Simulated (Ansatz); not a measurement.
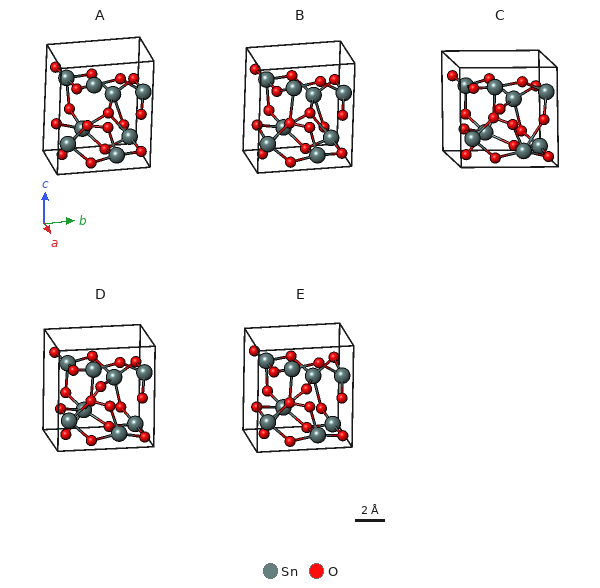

5 geometries from one relaxation of an amorphous cell of composition SnO2 (coarse preliminary run), in shuffled order. Style: ball-and-stick. Shown: the cell of the calculation (origin shifted), slightly off an axis.

Case: the quenched liquid.

Method: DFT PBE, scalar-relativistic, plane waves, PAW in Ansatz. Set-up: plane-wave cutoff 420 eV; k-point mesh 1 × 1 × 1; occupations gaussian; smearing width 0.1 eV; mesh shifted by (0.25, 0.25, 0.25); no spin polarisation; cell and atoms relaxed; force threshold 0.04 eV/Å; at most 70 steps.

> Put them in the order of the run, from the start to the converged end.

C, D, E, B, A. They are steps 0, 2, 5, 8, 21, at +119 meV per atom, +37.4 meV per atom, +19.0 meV per atom, +10.6 meV per atom relative to the last. The energy falls by 119 meV per atom in 17 accepted moves (21 points after the start). Largest force component: 1.5 eV/Å at the start, 0.033 eV/Å at the end. The pressure goes from −1.67 to 0.06 GPa. The line search rejected the trial step at point 9 of the run. The SCF was repeated 3 times at an unchanged geometry on a basis and grid sized afresh for the cell, which shifted the energy by 5.7 meV per atom at most. An O atom moves most relative to the cell: 0.89 Å along [0 3 −2]. By element the largest moves are O 0.89 Å, Sn 0.54 Å. Cell: a 6.720 → 6.638 Å (−1.2 %), b 6.942 → 6.670 Å (−3.9 %), c 7.044 → 7.466 Å (+6.0 %), α 91.5° → 83.8°, β 94.2° → 102.7°, γ 89.1° → 93.7°. Volume −2.2 %. Among the contacts that change: O–Sn 3.890 → 2.254 Å, O–Sn 3.214 → 2.078 Å, O–Sn 3.083 → 2.229 Å, O–Sn 2.490 → 3.282 Å. New bonds form: O–Sn (3.06 → 2.29 Å), O–Sn (3.08 → 2.23 Å), O–Sn (3.21 → 2.08 Å), O–Sn (3.89 → 2.25 Å). Bonds break: O–Sn (2.20 → 2.94 Å), O–Sn (2.49 → 3.28 Å). Bond angles that change, for instance: O–Sn–O 103.3° → 138.0°, O–Sn–O 141.8° → 110.0°, O–Sn–O 81.9° → 112.7°.

Limits of the set-up: the periodic images lie only 6.7 Å apart, so the values are limited by the cell's size.
